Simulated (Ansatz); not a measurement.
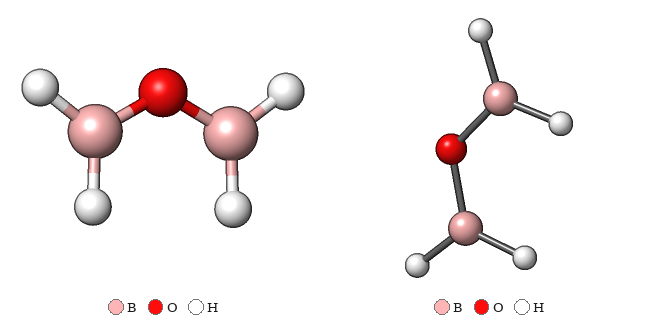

Two views of one molecule.

Computed geometry: PBE0-D4/def2-TZVP optimisation.

Description:

Formula B2H4O. SMILES: `BOB`. It has no ring. Among its groups: B–H bond. The point group is C2v. All atoms lie on one plane. Coordination: 2 B trigonal planar; 1 O bent.

The parts below concern this one geometry. Atoms keep their numbers from picture to picture.

Dipole moment

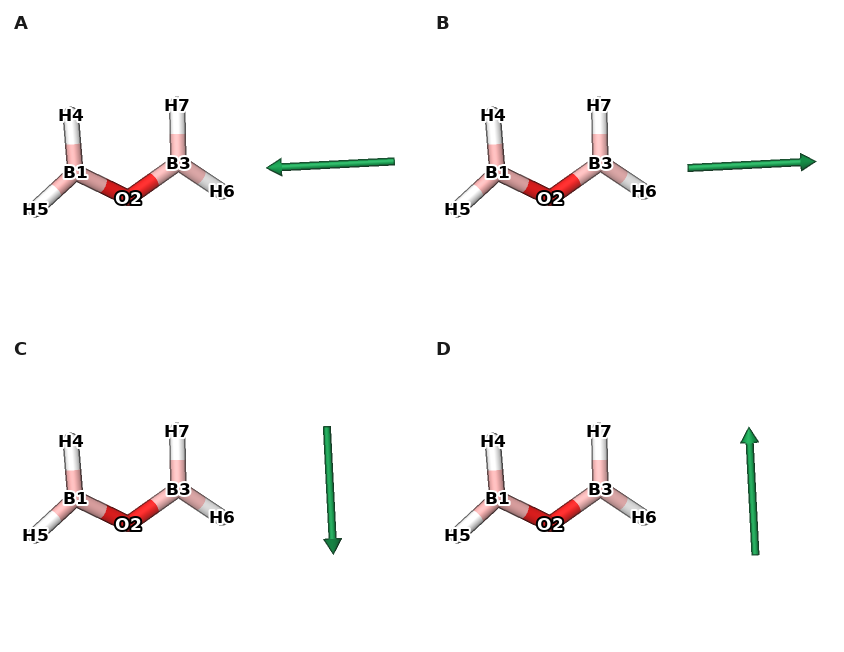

The same molecule four times, each with an arrow. Method: RKS PBE0-D4/def2-TZVP (Ansatz 0.2.0).

> Which arrow points along the dipole moment, from the negative to the positive end?

D. The dipole moment is 0.42 D; it points from the side of O2, H5, H6 to the side of H4, H7 (the outermost atoms at the two ends).

Thermal motion

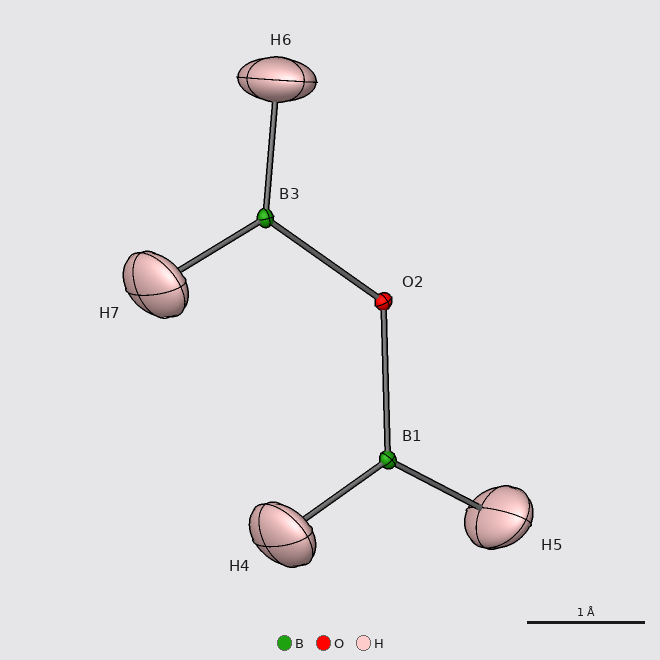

Displacement ellipsoids at the 50 % level, enlarged 1.5 times, from the internal vibrations of the free molecule (harmonic, no overall translation or rotation; no half-axis is drawn under 0.075 Å). Vibrations computed with RKS PBE0-D4/def2-TZVP (Ansatz 0.2.0). Temperature: 100 K.

> Which atom moves most?

H5, H6, with U_eq = 0.0231 Å².

> Does H5 move more along its bond or across it?

Across it: the root-mean-square amplitude is 0.084 Å along the bond and up to 0.216 Å across, since bending and torsion are softer than stretching.

List U_eq and the three principal root-mean-square amplitudes for each kind of atom.

```
  atom  U_eq (Å²)   rms amplitudes (Å)
B1, B3    0.00090  0.025, 0.027, 0.036
    O2    0.00093  0.021, 0.033, 0.035
H4, H7     0.0213  0.081, 0.134, 0.198
H5, H6     0.0231  0.084, 0.125, 0.216
```

Charges

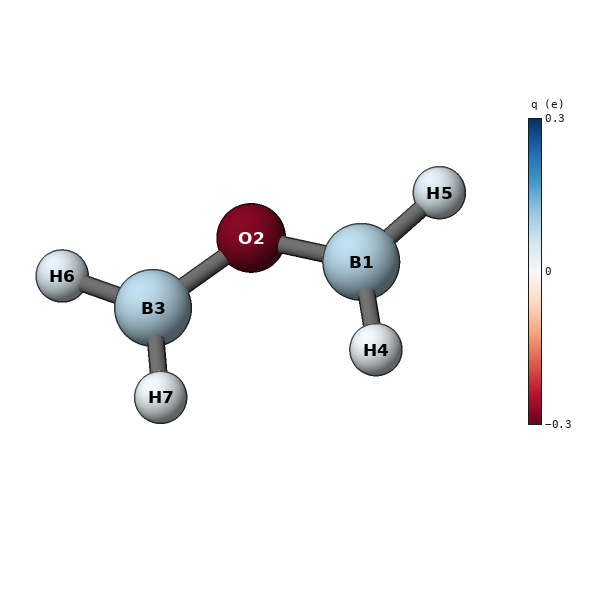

Atoms are coloured by their Mulliken charges. Level of theory: RKS B3LYP-D4/def2-TZVPP (Ansatz 0.2.0).

> Which atom carries the highest charge (most positive or least negative)?

B1, B3 (0.08 e).

> And the lowest?

O2 (−0.27 e).

Give the Mulliken charges atom by atom.

```tsv
atom	value (e)
B1	0.08
O2	−0.27
B3	0.08
H4	0.02
H5	0.04
H6	0.04
H7	0.02
```

Mulliken values depend strongly on the basis set and can even reverse the polarity of a bond.
